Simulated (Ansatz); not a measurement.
## Electronic structure of ClH$_{2}$InNO (SMILES [NH2][In]([O-])[Cl]) (charge −1) in real space

The calculation's input:

```
crystal:
  periodic: [false, false, false]
  atoms:
    - symbol: Cl
      position_ang: [0.657428, 1.262522, -0.546665]
    - symbol: In
      position_ang: [0.293747, 0.465997, 1.842188]
    - symbol: N
      position_ang: [-0.675948, -1.309830, 1.273983]
    - symbol: O
      position_ang: [0.925644, 1.379265, 3.408544]
    - symbol: H
      position_ang: [-1.065409, -1.224652, 0.336846]
    - symbol: H
      position_ang: [-1.416331, -1.613955, 1.903435]
basis:
  gaussian: {orbitals: def2-TZVPD}
total_charge: -1
hamiltonian: {xc: pbe0}
output: {forces: true, orbitals: {seedname: orbitals}}
```

Run with:

```sh
ansatz run input.yaml --threads 2 --pin off --max-ram 4350MiB --events-out events.jsonl --progress --plain --runs-dir runs
```

Geometry: B3LYP-D3(BJ)/def2-SVPD; core potentials replace the inner electrons of In.

Theory: isolated molecule in a Gaussian basis; Kohn-Sham density functional theory, functional PBE0 in Ansatz 0.2.0.

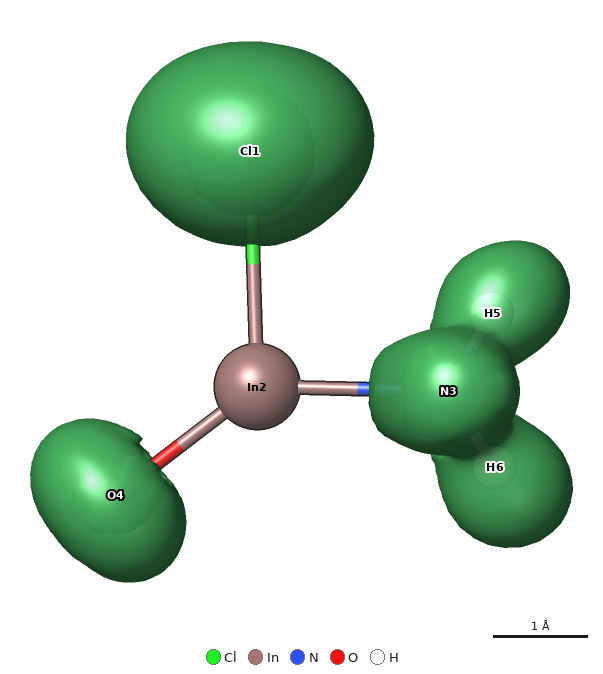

Figure 1. Isosurface of the electron localisation function at 0.75 (green), seen across its widest extent. Only the valence region is drawn (cores and ρ < 0.01 e/Å³ removed).

> What do the ELF domains correspond to?

The surface consists of one region wrapped around Cl (its valence shell), one region wrapped around O (its valence shell) and one joined region spread over several atoms (H, N), in which their bonds and any lone pairs are merged. Profiles from the grid: In–O (1.92 Å): the ELF peaks at about 0.70 in the valence shell of O, 0.6 Å from its nucleus, and drops to about 0.20 between the two atoms. In–N (2.10 Å): the ELF peaks at about 0.85 in the valence shell of N, 0.6 Å from its nucleus, and drops to about 0.15 between the two atoms.

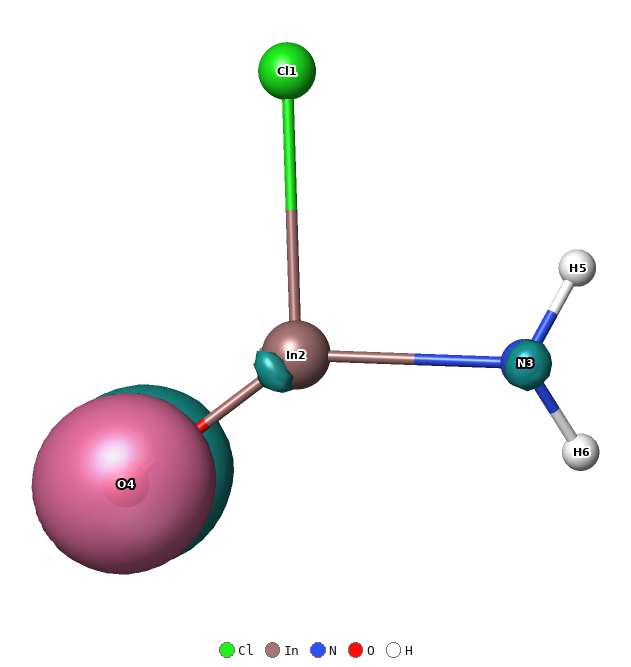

Figure 2. The HOMO−1 at ±0.2 Å⁻³ᐟ² (teal and pink are the two phases), seen across its widest extent.

> What is the character of this orbital?

It lies mainly on O4 (about 80 %) and In2 (about 15 %); largely a lone pair of O4. Its energy is −1.99 eV.

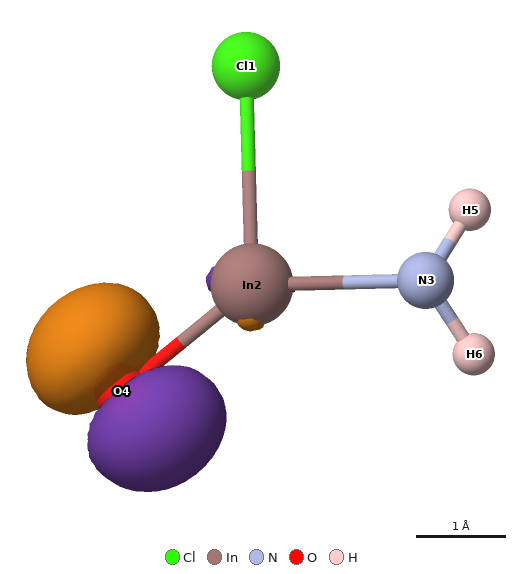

Figure 3. The HOMO at ±0.2 Å⁻³ᐟ² (orange and purple are the two phases), seen at a tilt.

> Where does this orbital lie, and at what energy?

Its weight (Hirshfeld) is mainly on O4 (about 80 %) and In2 (about 15 %); largely a lone pair of O4. Its energy is −1.85 eV.
